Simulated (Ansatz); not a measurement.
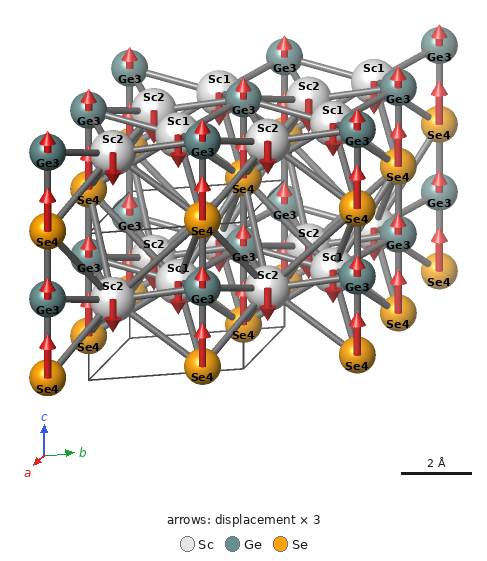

A relaxation of a crystal of Sc₂GeSe (a generated structure, set up in P6mm) (coarse preliminary run). The starting structure is drawn; red arrows show the displacements (the part carried along by the change of the cell is left out), magnified 3 times.

Style: ball-and-stick. Shown: the cell of the calculation, repeated 2 × 2 × 2 with one cell outlined, slightly off an axis.

Computed with DFT PBE, scalar-relativistic, plane waves, PAW in Ansatz 0.2.0.

The input:
```yaml
crystal:
  lattice:
    - [4.62561055, 0.0, 0.0]
    - [-2.31280528, 4.00589625, 0.0]
    - [0.0, 0.0, 4.39406095]
  atoms:
    - { symbol: Sc, position: [0.33333333, 0.66666667, 0.71389695] }
    - { symbol: Sc, position: [0.66666667, 0.33333333, 0.71389695] }
    - { symbol: Ge, position: [0.0, 0.0, 0.83998069] }
    - { symbol: Se, position: [0.0, 0.0, 0.30316664] }
basis:
  ecutwfc: 420
kpoints:
  mp_grid: { grid: [6, 6, 4] }
hamiltonian:
  xc: pbe
scf:
  occupations: { method: gaussian, width: 0.1 }
  lower_state_search: "off"
output:
  forces: true
  stress: true
  eigenvalues: true
relax:
  adjacent_minimum: "off"
  f_tol: 0.04
  max_steps: 70
  cell: { stress_tol: 0.4 }
```

Launched with:
```bash
ansatz run input.yaml --threads 1 --pin off --max-ram 2560MiB --backend cpu --events-out ev --progress --plain --runs-dir out
```

Question: What did the optimiser do to the structure, and how much energy did it gain?

Answer: After 9 accepted moves (11 points after the start) the energy has fallen by 3.259 eV per cell of the calculation. The largest force component goes from 6.2 to 0.0054 eV/Å. The pressure goes from 24.25 to 0.03 GPa. At 2 points the geometry stayed and the basis and grid were re-selected for the new cell (energy shift of 60.6 meV per cell of the calculation at most each time). The largest move relative to the cell is that of Se4, 0.44 Å along +c. Largest moves by element: Se 0.44 Å, Sc 0.33 Å, Ge 0.22 Å. Cell: a = b 4.626 → 4.602 Å (−0.5 %), c 4.394 → 5.588 Å (+27.2 %). Volume +25.8 %. Some distances before and after: Sc1–Se4 3.720 → 4.854 Å, Ge3–Se4 2.035 → 2.813 Å, Ge3–Se4 (another image) 2.359 → 2.774 Å, Sc1–Ge3 2.727 → 2.936 Å. Among the angles between lasting bonds that change: Ge3–Sc1–Ge3 116.0° → 103.2°, Ge3–Sc1–Se4 121.3° → 127.2°, Se4–Sc1–Se4 91.7° → 97.4°. The space group stays P6mm (No. 183).
